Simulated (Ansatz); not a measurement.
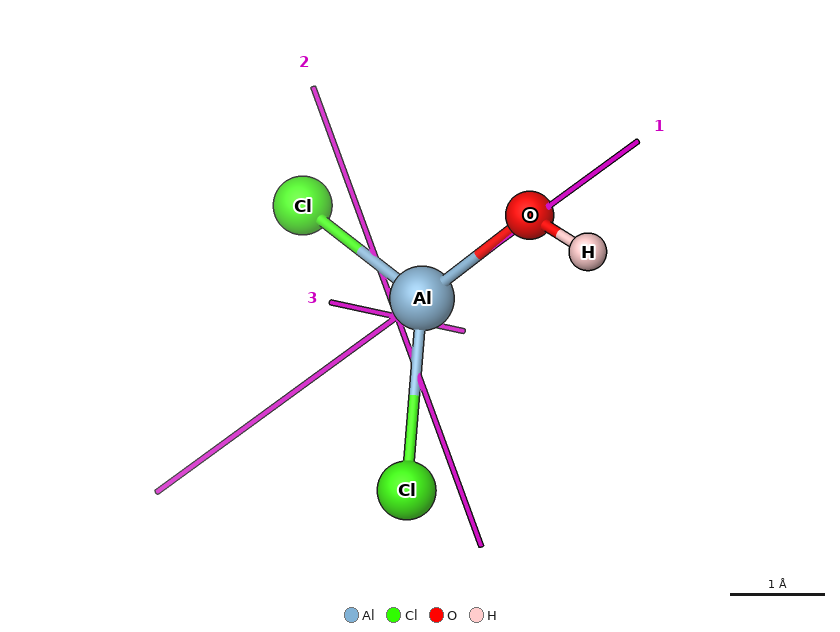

The three principal axes of inertia are drawn and numbered. Depth is shown by fading: the farther an atom, the more it takes the colour of the background. Computed geometry: PBE0-D4/def2-TZVP optimisation. Masses are those of the most abundant isotopes; constants are for the rigid equilibrium geometry.

Q: Which line is the a axis (least moment of inertia), which b and which c?

A: a is line 2, b is line 1, c is line 3; the moments are 109, 226, 335 u Å².

Q: What kind of rotor is it, and what are its rotational constants in MHz?

A: An asymmetric top (Cs): A = 4651, B = 2233, C = 1509 MHz. Ray's parameter κ is −0.54, nearer the prolate limit.
